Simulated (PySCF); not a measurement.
# C2H9BO2Si (SMILES B[SiH](OC)OC): what the fields show

Input

```
{"job": {"kind": "nmr", "xc": "PBE0", "basis": "pcSseg-1"}, "charge": 0, "multiplicity": 1}
B     -1.174295     2.029602    -0.327629
Si    -0.061297     0.572772     0.343938
O      1.446061     0.792982    -0.224322
C      2.543555    -0.067311    -0.117330
O     -0.471102    -0.929180    -0.192009
C     -1.683604    -1.598242    -0.035775
H     -2.336549     1.900623    -0.379979
H     -0.749035     3.068188    -0.646406
H     -0.015488     0.456452     1.828471
H      2.938451    -0.051913     0.901487
H      3.313148     0.280119    -0.808121
H      2.261877    -1.090536    -0.369359
H     -1.647413    -2.510030    -0.634329
H     -2.521269    -0.981840    -0.372367
H     -1.847452    -1.863696     1.011818
```

Command:

```sh
OMP_NUM_THREADS=1 python probes_run.py task.json out
```

Geometry: GFN2-xTB.

These are results of PBE0/pcSseg-1, SCF density, gas phase, non-relativistic in PySCF 2.14.0, not measurements.

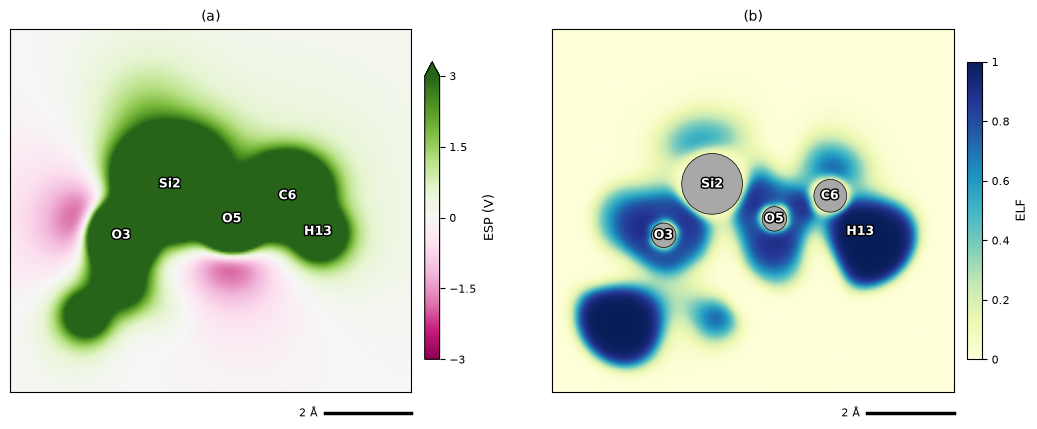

Figure 1. (a) electrostatic potential; (b) electron localisation function on the plane of atoms O3, Si2 and O5. Grey discs cover the atomic cores in the ELF map.

Question: What do the fields say about this system?

Answer:
- The plane passes through Si, O, C and H nuclei.
- C–O (1.39 Å): the ELF peaks at about 0.85 between the atoms (a polar covalent bond).
- Si–O (1.63 Å): the ELF peaks at about 0.85 between the atoms, as expected for a short, strongly polar bond.
- C–H (1.09 Å): the ELF climbs to about 1 towards the hydrogen, as it does in any bond to H; a covalent bond by its length.
- The ELF also peaks beside O5 and O3, away from the bonds: lone-pair regions.
- Outside the dense part of the molecule the potential is most negative (−1.9 V) near O5.

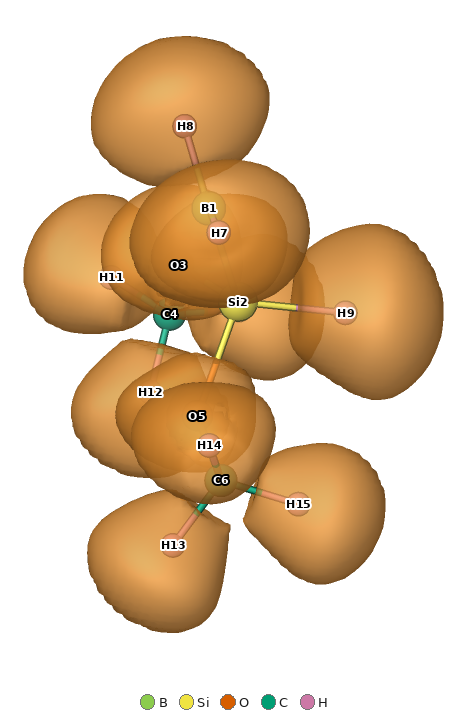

Figure 2. Isosurface of the electron localisation function at 0.75 (orange), seen at an oblique angle. Core shells and regions of very low density are left out.

Question: Describe the localisation domains.

Answer: At this value the surface marks out one region between bonded B–Si atoms (shared pairs), nine regions around hydrogen nuclei and two regions on O in which the atom's valence shell and bonds are merged.

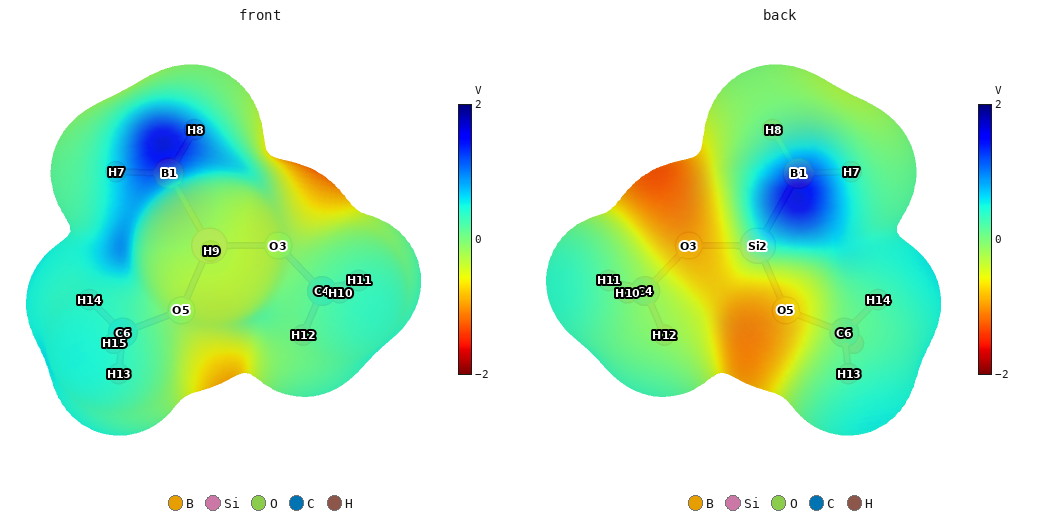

Figure 3. The electrostatic potential painted on the density surface at 0.001 e/bohr³, seen from the front and from behind; the colour scale runs from red (negative) to blue (positive).

Question: Which sites attract a positive test charge, and which a negative one?

Answer: A positive charge is drawn to the negative regions and a negative charge to the positive ones. The most negative region (about −1.3 V) lies over O3, the most positive (about +1.6 V) over B1. O3 is the likeliest acceptor of a hydrogen bond.
